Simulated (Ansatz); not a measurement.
# NaTlF3: complex band structure, part 2 of 2

Wanted: the relaxed cell of NaTlF3, its band edges and its decay constants. It is built by putting Na for Cs in the CsTlF3 structure of space group Fm-3m, with the volume rescaled by atomic radii. The parent structure comes from the Materials Project.

Ansatz 0.2.0; PBE DFT, plane waves, PAW files (the session's first sound run).

So far. Step 2 (Cell and atoms at rest): The largest force component on a free atom ends at 0.0040 eV/Å.

The structure was built from a prototype and need not be the compound's stable phase.

## (3) Band edges

The energy window and the wavevectors of the next steps follow from the band edges, so these are searched first, off the mesh as well.

input.yaml

```yaml
crystal:
  lattice:
    - [0.0, 4.7468351032, 4.7468351032]
    - [4.7468351032, 0.0, 4.7468351032]
    - [4.7468351032, 4.7468351032, 0.0]
  atoms:
    - { symbol: Na, position: [0.75, 0.75, 0.75] }
    - { symbol: Na, position: [0.25, 0.25, 0.25] }
    - { symbol: Tl, position: [0.5, 0.5, 0.5] }
    - { symbol: Tl, position: [0.0, 0.0, 0.0] }
    - { symbol: F, position: [0.7688172716, 0.2311827284, 0.2311827284] }
    - { symbol: F, position: [0.2311827284, 0.2311827284, 0.7688172716] }
    - { symbol: F, position: [0.2311827284, 0.7688172716, 0.7688172716] }
    - { symbol: F, position: [0.2311827284, 0.7688172716, 0.2311827284] }
    - { symbol: F, position: [0.7688172716, 0.2311827284, 0.7688172716] }
    - { symbol: F, position: [0.7688172716, 0.7688172716, 0.2311827284] }
kpoints:
  mp_grid: { grid: [6, 6, 6] }
  band_path: { path: [VBM, CBM], npoints: 30 }
scf:
  occupations: { method: fixed }
hamiltonian:
  xc: pbe
output:
  eigenvalues: true
  write_potential: true
  write_density: true
  volumetric_format: npy
  elf: true
```

On the command line:

```bash
ansatz run input.yaml --threads 2 --pin off --max-ram 4096MiB --backend cpu --events-out ev --progress --plain --runs-dir out
```

Numbers of over 12 decimals in the logs are rounded to 6 here.

What it wrote:

```text
[...]
Crystal: 10 atoms, lattice volume = 213.916 Å³
Basis set: ecut = 420 eV, 4279 PW (Γ)
Bands: 53, of which v1, the nominal top of the filled ones, is band 43 counted from 1 (42 counted from 0)
Symmetry: 48 space group operations
[...]
k-points: 16 of 216
[...]
SCF iter   1: F=—  HF=-30714.353759 eV  |F-HF|=—  |Δ(HF+E_count)|=         —  Δρ=2.41e-3  dr2=2.97e-3  ethr=1.77e-3  ⟨swp⟩=4.4  Hψ=2905  notcnv=0  defer=124
[...]
SCF iter   6: F=-30714.353030 eV  HF=-30714.353030 eV  |F-HF|=5.53e-8  |Δ(HF+E_count)|=   2.26e-7  Δρ=6.06e-6  dr2=7.16e-8  ethr=1.16e-10  ⟨swp⟩=10.3  Hψ=3231  notcnv=0
SCF 1 converged in 6 iterations: F = -30714.353030 eV  dr2 = 7.16e-8
[...]
NSCF: frozen V_eff on 16 k-points
[...]
SCF converged after 6 iterations
Free energy (F): -30714.353030 eV
[...]
Internal energy: -30714.353030 eV  (E = F + TS)
E sigma→0 (E₀):  -30714.353030 eV
Fermi energy:    2.278469 eV
[...]
--- Band table (eV; the first three rows and the last of 16) ---
  k-point 0: bands = [... 39 lower, -0.2818, -0.0498, 0.1376, 0.1376, 5.1362, 6.1618, 7.4040, 7.8248, ... 6 higher]
  k-point 1: bands = [... 39 lower, -0.2980, 0.0299, 0.0299, 0.4714, 4.8807, 6.1563, 7.2478, 7.8899, ... 6 higher]
  k-point 2: bands = [... 39 lower, -0.3381, -0.1699, -0.1699, 1.2661, 4.2521, 6.2944, 6.8883, 8.0311, ... 6 higher]
  k-point 15: bands = [... 39 lower, -0.4212, -0.3297, -0.0576, 2.2785, 4.4689, 5.9672, 6.4285, 7.7210, ... 6 higher]
```

Elapsed: 12 s, on 2 threads of AMD EPYC 7R13 (Zen 3), shared host; peak memory 0.59 GiB; 23 s of CPU time.

This step gave:

```yaml
free_energy: -30714.3530 eV
fermi_energy: 2.278 eV
gap_on_the_k_mesh: 1.568 eV
gap_on_path: 1.568 eV, by band count; negative where bands overlap
direct_gap_on_path: 2.095 eV
edge_places_on_path: 0, 1.046 1/A along the path
```

The electronic bands at the labelled points (eV, zero at the Fermi level (highest filled level under fixed occupations); v1 is the highest filled band, c1 the lowest empty one):

```csv
point,v4,v3,v2,v1,c1,c2,c3,c4
VBM,-2.65,-2.65,-2.46,0.00,2.11,3.88,3.88,5.65
CBM,-2.64,-2.52,-2.52,-0.57,1.57,4.23,4.33,5.84
```

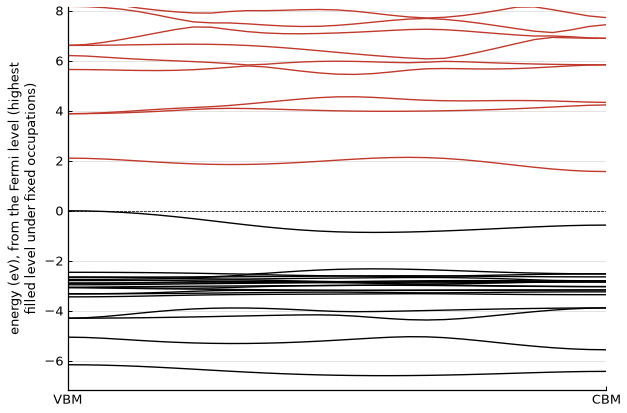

Electronic bands along the path; lines of filled and empty bands in two colours.

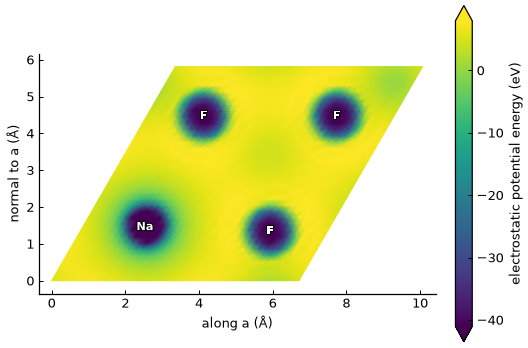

Electrostatic potential energy in the ac plane of the cell as run, not the conventional one, at fractional y = 0.231, with atoms of Na and F within 0.2 Å of it. With pseudopotentials it is smooth inside the atoms' cores, unlike the true potential.

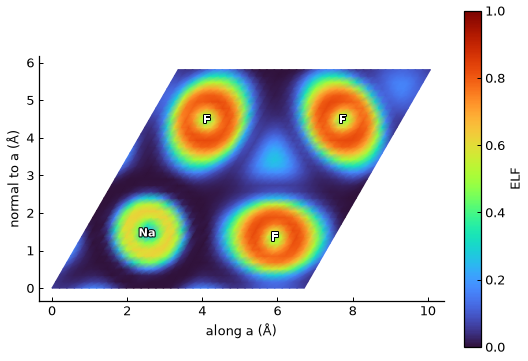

ELF in the ac plane of the cell as run, not the conventional one, at fractional y = 0.231, with atoms of Na and F within 0.2 Å of it. It is the smooth field of the valence electrons, not physical close to the nuclei.

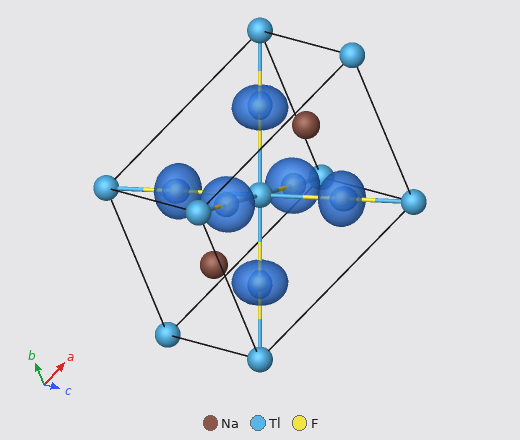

Surface of ELF = 0.75. Drawn on the cell as run, not the conventional one. Bonds to atoms that aren't drawn are left out.

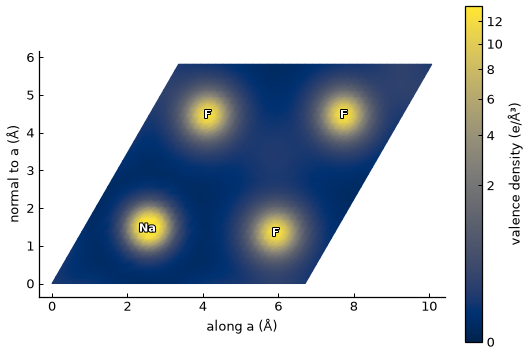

Valence density in the ac plane of the cell as run, not the conventional one, at fractional y = 0.231, with atoms of Na and F within 0.2 Å of it. It is the smooth field of the valence electrons, not physical close to the nuclei. The colour scale is stretched toward low values.

The searched edges give 1.57 eV, as on the mesh.

## (4) Decaying states in the gap

This step: PBE DFT, plane waves, PAW files; complex bands by layer matching along the plane's normal (Ansatz 0.2.0).

The same crystal is laid in a cell whose first two vectors span the (001) plane (indices of the standard conventional cell, whose axes can be ordered otherwise than in the bulk input). At fixed energy and wavevector in the plane the solver finds all kz, real and complex. A few wavevectors are listed, (0, 0) and (-0.5, 0) in units of the plane's reciprocal vectors; the slowest state needn't be among them.

input.yaml

```yaml
crystal:
  lattice:
    - [6.713038581, 0.0, 0.0]
    - [0.0, 6.713038581, 0.0]
    - [3.356519291, 3.356519291, 4.746835103]
  atoms:
    - { symbol: Na, position: [0.75, 0.25, 0.5] }
    - { symbol: Na, position: [0.25, 0.75, 0.5] }
    - { symbol: Tl, position: [0.5, 0.5, 0.0] }
    - { symbol: Tl, position: [0.0, 0.0, 0.0] }
    - { symbol: F, position: [0.2311827284, 0.7688172716, 0.0] }
    - { symbol: F, position: [0.7688172716, 0.7688172716, 0.4623654568] }
    - { symbol: F, position: [0.7688172716, 0.2311827284, 0.0] }
    - { symbol: F, position: [0.2311827284, 0.2311827284, 0.0] }
    - { symbol: F, position: [0.7688172716, 0.7688172716, 0.0] }
    - { symbol: F, position: [0.2311827284, 0.2311827284, 0.5376345432] }
kpoints:
  mp_grid: { grid: [6, 6, 6] }
scf:
  occupations: { method: fixed }
hamiltonian:
  xc: pbe
output:
  eigenvalues: true
  transmission:
    leads: [[0, 0]]
    kpoints: [[0.0, 0.0], [-0.5, 0.0]]
    e_range: [-1.0, 2.57]
    de: 0.07
```

What it wrote:

```text
[...]
Crystal: 10 atoms, lattice volume = 213.916 Å³
Basis set: ecut = 420 eV, 4279 PW (Γ)
Bands: 53, of which v1, the nominal top of the filled ones, is band 43 counted from 1 (42 counted from 0)
Symmetry: 48 space group operations
[...]
k-points: 16 of 216
[...]
SCF iter   1: F=—  HF=-30714.353697 eV  |F-HF|=—  |Δ(HF+E_count)|=         —  Δρ=2.41e-3  dr2=2.97e-3  ethr=1.77e-3  ⟨swp⟩=4.4  Hψ=2903  notcnv=0  defer=124
[...]
SCF iter   6: F=-30714.353038 eV  HF=-30714.353038 eV  |F-HF|=5.44e-8  |Δ(HF+E_count)|=   2.45e-7  Δρ=6.16e-6  dr2=7.36e-8  ethr=1.16e-10  ⟨swp⟩=10.3  Hψ=3267  notcnv=0
SCF 1 converged in 6 iterations: F = -30714.353038 eV  dr2 = 7.36e-8
[...]
transmission: 6 of 12 steps passed
transmission: 12 of 12 steps passed
SCF converged after 6 iterations
Free energy (F): -30714.353038 eV
[...]
Internal energy: -30714.353038 eV  (E = F + TS)
E sigma→0 (E₀):  -30714.353038 eV
Fermi energy:    2.278463 eV
[...]
--- Band table (eV; the first three rows and the last of 16) ---
  k-point 0: bands = [... 39 lower, -0.2818, -0.0498, 0.1376, 0.1376, 5.1362, 6.1618, 7.4040, 7.8248, ... 6 higher]
  k-point 1: bands = [... 39 lower, -0.2823, -0.2237, 0.1376, 0.6779, 4.8785, 6.1661, 7.3257, 7.6302, ... 6 higher]
  k-point 2: bands = [... 39 lower, -0.4284, -0.2840, 0.1372, 1.7644, 4.6539, 6.1059, 7.2043, 7.3538, ... 6 higher]
  k-point 15: bands = [... 39 lower, -0.4014, -0.3705, -0.1939, 2.1497, 4.2283, 6.2479, 6.3132, 7.8856, ... 6 higher]
--- Transmission ---
  basis      : 401 plane waves across, 6 finite elements along
  points     : 2, as listed
  energies   : 52 from -1.000000 to 2.570000 eV about the Fermi level, 0.070000 eV apart; the leads are filled to 0.783951 eV, and channels, transmission and decay are at 0.750000 eV
  crystal 0  : Tl2F6Na2, at the sites [0, 0], period 4.7468 Å: whole cells are its period
    offset         : up to 0.0000 Å between an atom of the period and one for which it stands
    channels       : 0.000000e0 a spin
    conductance    : none, the energies end too early or step too widely for 300 K: set another output.transmission.e_range or a lower de, or, where they end at an eighth of basis.ecutwfc, a higher one
    slowest decay  : 0.2536 /Å at (0.0000, 0.0000)
```

Elapsed: 1.7 min, on 2 threads; peak memory 1.3 GiB; 2.8 min of CPU time.

Numbers from this step:

```yaml
level_to_which_the_leads_are_filled: 0.7840 eV from the Fermi level
decay_constant_at_the_filling_level_zone_centre: 0.2536 Å⁻¹
decay_constant_at_the_filling_level_slowest_listed_point: 0.2536 Å⁻¹
```

K parallel (0, 0); values up to 1.5 1/Å, a degenerate pair printed once or twice; energies at which all values exceed this have no row. The Im kz of the slowest decaying states by energy, zero at the highest filled level on the SCF mesh:

```csv
energy (eV),decay 1 (Å⁻¹),decay 2 (Å⁻¹),decay 3 (Å⁻¹),decay 4 (Å⁻¹)
-1.000,0.384,0.705,0.739,0.905
-0.510,0.476,0.709,0.746,0.924
-0.020,0.618,0.775,0.934,0.961
0.470,0.199,0.653,0.795,0.938
1.030,0.312,0.810,0.932,0.932
1.520,0.362,0.717,0.819,0.914
2.010,0.242,0.625,0.824,0.882
2.500,0.0606,0.536,0.828,0.838
```

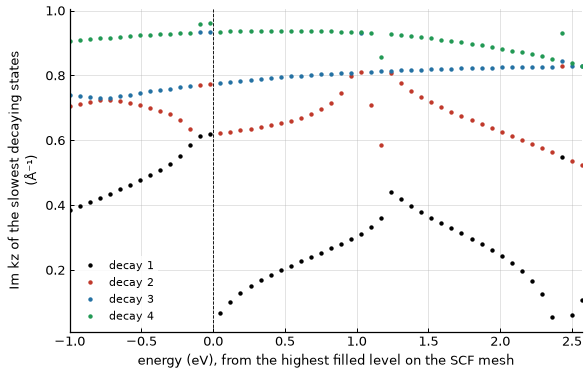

Im kz of the slowest decaying states against energy.

K parallel (-0.5, 0); values up to 1.5 1/Å, a degenerate pair printed once or twice; energies at which all values exceed this have no row. Table of Im kz of the slowest decaying states by energy, zero at the highest filled level on the SCF mesh:

```csv
energy (eV),decay 1 (Å⁻¹),decay 2 (Å⁻¹),decay 3 (Å⁻¹),decay 4 (Å⁻¹)
-1.0000,0.324,0.712,0.823,0.868
-0.7200,0.301,0.649,0.838,0.873
-0.5100,0.435,0.848,0.875,0.981
-0.2300,0.340,0.735,0.859,0.877
-0.0200,0.323,0.822,0.866,0.878
0.2600,0.304,0.873,0.878,0.924
0.4700,0.287,0.876,0.878,0.979
0.7500,0.260,0.869,0.882,0.975
1.0300,0.222,0.854,0.885,0.968
1.2400,0.182,0.836,0.886,0.962
1.5200,0.0751,0.804,0.886,0.942
1.7300,0.777,0.885,0.934,0.946
2.0100,0.0711,0.737,0.881,0.929
2.2200,0.145,0.704,0.876,0.926
2.5000,0.187,0.655,0.866,0.920
```

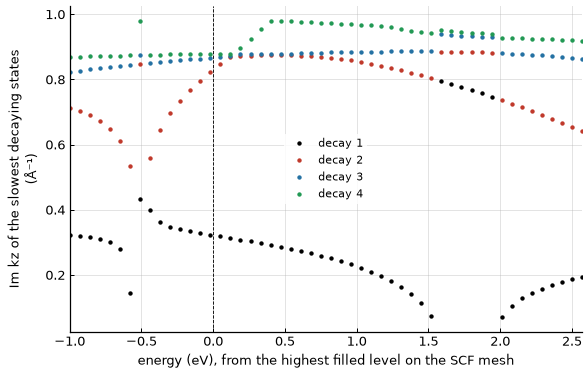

Im kz of the slowest decaying states, plotted against energy.

At the listed wavevectors the last open channel is at -0.02 eV and the next at +1.59 eV on the grid. At +0.75 eV, the grid energy nearest the filling level (the middle of the gap on the SCF mesh), the slowest state at the listed wavevectors decays with κ = 0.254 Å⁻¹, its amplitude falling by e over 3.9 Å. Through 1 nm of this crystal that state's transmission falls by exp(−2 × 0.254 Å⁻¹ × 10 Å) = 0.0063.

## (5) Band edges at another level, cutoff 1320 eV

This step: PBE DFT, plane waves, norm-conserving files (Ansatz 0.2.0).

The edges again with norm-conserving files, at the same atoms. Against that run the cutoff is 1320 eV against 420.

input.yaml

```yaml
crystal:
  lattice:
    - [0.0, 4.7468351032, 4.7468351032]
    - [4.7468351032, 0.0, 4.7468351032]
    - [4.7468351032, 4.7468351032, 0.0]
  atoms:
    - { symbol: Na, position: [0.75, 0.75, 0.75] }
    - { symbol: Na, position: [0.25, 0.25, 0.25] }
    - { symbol: Tl, position: [0.5, 0.5, 0.5] }
    - { symbol: Tl, position: [0.0, 0.0, 0.0] }
    - { symbol: F, position: [0.7688172716, 0.2311827284, 0.2311827284] }
    - { symbol: F, position: [0.2311827284, 0.2311827284, 0.7688172716] }
    - { symbol: F, position: [0.2311827284, 0.7688172716, 0.7688172716] }
    - { symbol: F, position: [0.2311827284, 0.7688172716, 0.2311827284] }
    - { symbol: F, position: [0.7688172716, 0.2311827284, 0.7688172716] }
    - { symbol: F, position: [0.7688172716, 0.7688172716, 0.2311827284] }
kpoints:
  mp_grid: { grid: [6, 6, 6] }
  band_path: { path: [VBM, CBM], npoints: 30 }
scf:
  occupations: { method: fixed }
hamiltonian:
  xc: pbe
  pseudopotentials: { kind: nc }
output:
  eigenvalues: true
```

What it wrote:

```text
[...]
Crystal: 10 atoms, lattice volume = 213.916 Å³
Basis set: ecut = 1320 eV, 23289 PW (Γ)
Bands: 53, of which v1, the nominal top of the filled ones, is band 43 counted from 1 (42 counted from 0)
Symmetry: 48 space group operations
[...]
k-points: 16 of 216
[...]
SCF iter   1: F=—  HF=-10595.793554 eV  |F-HF|=—  |Δ(HF+E_count)|=         —  Δρ=1.52e-1  dr2=3.95e1  ethr=3.10e-3  ⟨swp⟩=9.8  Hψ=5041  notcnv=0  defer=107
[...]
SCF iter  10: F=-10583.068520 eV  HF=-10583.068520 eV  |F-HF|=5.53e-9  |Δ(HF+E_count)|=   2.89e-7  Δρ=4.35e-6  dr2=2.80e-8  ethr=1.16e-10  ⟨swp⟩=33.4  Hψ=9394  notcnv=0
SCF 1 converged in 10 iterations: F = -10583.068520 eV  dr2 = 2.80e-8
[...]
SCF converged after 10 iterations
Free energy (F): -10583.068520 eV
[...]
Internal energy: -10583.068520 eV  (E = F + TS)
E sigma→0 (E₀):  -10583.068520 eV
Fermi energy:    2.347134 eV
[...]
--- Band table (eV; the first three rows and the last of 16) ---
  k-point 0: bands = [... 39 lower, -0.1937, 0.0148, 0.2059, 0.2059, 5.1974, 6.2241, 7.4795, 7.9041, ... 6 higher]
  k-point 1: bands = [... 39 lower, -0.2102, 0.0984, 0.0984, 0.5388, 4.9396, 6.2227, 7.3234, 7.9688, ... 6 higher]
  k-point 2: bands = [... 39 lower, -0.2503, -0.0967, -0.0967, 1.3353, 4.3088, 6.3650, 6.9620, 8.1095, ... 6 higher]
  k-point 15: bands = [... 39 lower, -0.3336, -0.2420, 0.0116, 2.3471, 4.5187, 6.0444, 6.5055, 7.7948, ... 6 higher]
```

Elapsed: 1.7 min, on 2 threads; peak memory 1.4 GiB; 3.3 min of CPU time.

This step gave:

| Quantity | Value |
| --- | --- |
| free energy | -10583.0685 eV |
| Fermi energy | 2.347 eV |
| gap on the k-mesh | 1.554 eV |
| gap on path | 1.553 eV, by band count; negative where bands overlap |
| direct gap on path | 2.077 eV |

The electronic bands at the labelled points (eV, zero at the Fermi level (highest filled level under fixed occupations); v1 is the highest filled band, c1 the lowest empty one):

```csv
point,v4,v3,v2,v1,c1,c2,c3,c4
VBM,-2.63,-2.63,-2.46,0.00,2.09,3.89,3.89,5.65
CBM,-2.62,-2.52,-2.52,-0.57,1.55,4.24,4.33,5.85
```

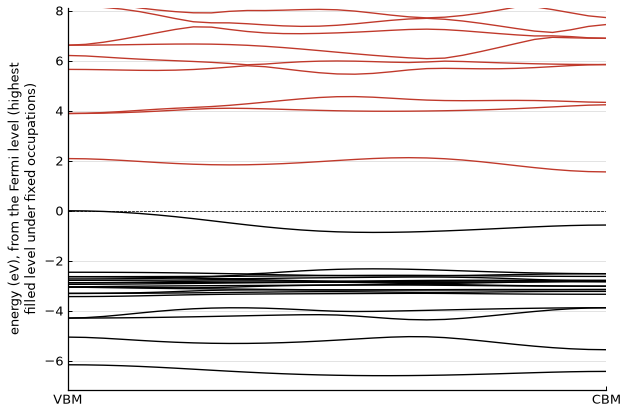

Electronic bands along the path; lines of filled and empty bands in two colours.

The searched edges give 1.55 eV, as on the mesh.

## (6) Complex bands at another level

This step: PBE DFT, plane waves, norm-conserving files; complex bands by layer matching along the plane's normal (Ansatz 0.2.0).

The complex bands at that level, over its own gap, at (0, 0) and (-0.5, 0).

input.yaml

```yaml
crystal:
  lattice:
    - [6.713038581, 0.0, 0.0]
    - [0.0, 6.713038581, 0.0]
    - [3.356519291, 3.356519291, 4.746835103]
  atoms:
    - { symbol: Na, position: [0.75, 0.25, 0.5] }
    - { symbol: Na, position: [0.25, 0.75, 0.5] }
    - { symbol: Tl, position: [0.5, 0.5, 0.0] }
    - { symbol: Tl, position: [0.0, 0.0, 0.0] }
    - { symbol: F, position: [0.2311827284, 0.7688172716, 0.0] }
    - { symbol: F, position: [0.7688172716, 0.7688172716, 0.4623654568] }
    - { symbol: F, position: [0.7688172716, 0.2311827284, 0.0] }
    - { symbol: F, position: [0.2311827284, 0.2311827284, 0.0] }
    - { symbol: F, position: [0.7688172716, 0.7688172716, 0.0] }
    - { symbol: F, position: [0.2311827284, 0.2311827284, 0.5376345432] }
kpoints:
  mp_grid: { grid: [6, 6, 6] }
scf:
  occupations: { method: fixed }
hamiltonian:
  xc: pbe
  pseudopotentials: { kind: nc }
output:
  eigenvalues: true
  transmission:
    leads: [[0, 0]]
    kpoints: [[0.0, 0.0], [-0.5, 0.0]]
    e_range: [-1.0, 2.55]
    de: 0.07
```

What it wrote:

```text
Engine: ansatz 0.2.0, x86_64-unknown-linux-gnu
Pseudopotentials: kind: nc
Pseudopotential: Na, nc, valence charge 9, recommended cutoff 1197.300995 eV (normal), Na.nc.azcp
Pseudopotential: Tl, nc, valence charge 13, recommended cutoff 820 eV (normal), Tl.nc.azcp
Pseudopotential: F, nc, valence charge 7, recommended cutoff 1320 eV (normal), F.nc.azcp
Functional definition: PBE
  parameter kappa = 0.804
  parameter beta = 0.066725
  exchange = pbe_x(kappa = kappa, mu = beta*pi^2/3)
  correlation = pbe_c(beta = beta)
Error: memory limit exceeded: the `transmission` phase of `transmission` needs 11.38 GiB against the run's memory maximum of 4.00 GiB; largest carriers: transmission 11.00 GiB, unmodelled-tail allowance 0.30 GiB, source scf tables 0.07 GiB, source scf state 0.00 GiB; the layers of output.transmission grow with the square of the cell's cross-section: a lower cutoff or a narrower output.transmission.e_range takes less, and so, most of all in a narrow cell, does a wider de; where no e_range is typed, a fill by count is planned with a gap of 40 thermal energies
with nothing else changed it takes a maximum of at least 11.39 GiB, with nothing to spare, and 12.53 GiB leaves up to a tenth: --max-ram 12.53GiB where that set the maximum, else more of the term that did, and with no share typed, where 12.53 GiB is over 0.88 of the host's memory or its container's limit, a share of 0.88 or more that holds the maximum too (--max-ram-frac F), where one does; The budget is ten eleventh [...]
`transmission` follows the SCF: where the deck gives it k-points, a mesh or a band count of its own, those are what to reduce (not on a resume, whose deck is fixed)
```

The job ended after 0.27 s (2 threads; peak memory 0.23 GiB).

The program refused the input before any cycle.

The program's message: “Error: memory limit exceeded: the `transmission` phase of `transmission` needs 11.38 GiB against the run's memory maximum of 4.00 GiB; largest carriers: transmission 11.00 GiB, unmodelled-tail allowan …”

## (7) Summary of results

| Quantity | Value |
| --- | --- |
| band gap | 1.57 eV |
| least decay constant at mid-gap, normal to (001) | 0.254 Å⁻¹ |

In words: With PBE, the slowest decay at the wavevectors tried is κ = 0.254 Å⁻¹, normal to (001). Through such a film the transmission near mid-gap falls as exp(−2κd), a factor of ten every 4.5 Å. A free electron under a barrier of half the gap would need a mass of 0.31 mₑ to decay at this rate. The compound is made up by substitution; its stability against other phases and against distortions of the cell's symmetry was not tested. A semilocal functional narrows gaps, while spin-orbit coupling, left out here, narrows them in compounds of heavy elements, so the error in κ can go either way.

[Logs are printed without paths, hosts, clocks, repeated set-up lines and the standing remarks that a program may print on its own settings, such as how far it seeks lower states.]

[Hosts, paths, dates, database ids (printed as entryN), source tags and the programs' standing remarks are cut or masked in the printed files.]

[New means built here by substitution; the compound itself may be known and measured.]
